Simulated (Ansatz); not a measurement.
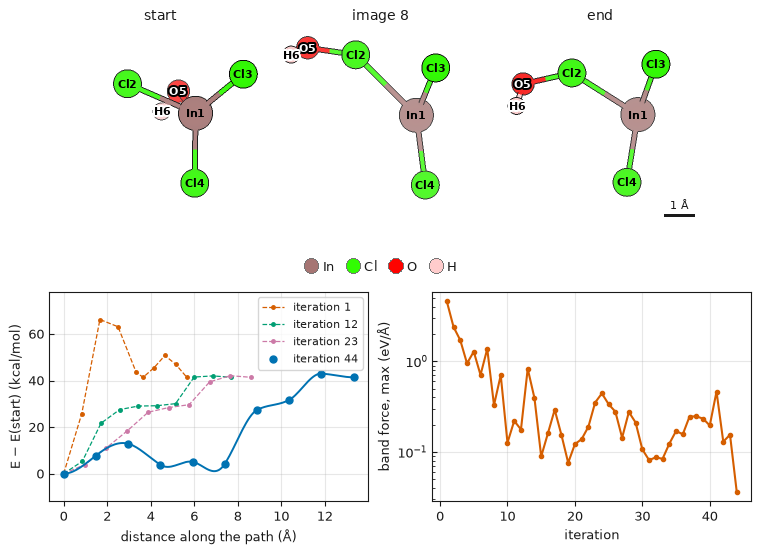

NEB run on InHOCl₃ (multiplicity 2). Images are numbered from 0 (start) to 9 (end). The plot follows the band through its iterations. A ball-and-stick model, seen from a free direction.

Theory: UKS PBE/def2-SVP in Ansatz 0.2.0. Set-up: 8 movable images; no climbing image; force threshold 0.05 eV/Å; iteration limit 60; starting path through a guess of the saddle point.

> Did the band converge, and can the barrier be trusted?

The run is converged, with reservations. The band converged in 44 iterations. The largest component of the band force went from 4.6 to 0.036 eV/Å. No image climbed, so the highest image needn't lie on the saddle point, and the true maximum along this path can be higher. The first iteration put the highest image at 66.2 kcal/mol. The highest point, image 8, lies 43.0 kcal/mol above the start and 1.6 kcal/mol above the end; the end is at +41.4 kcal/mol relative to the start.
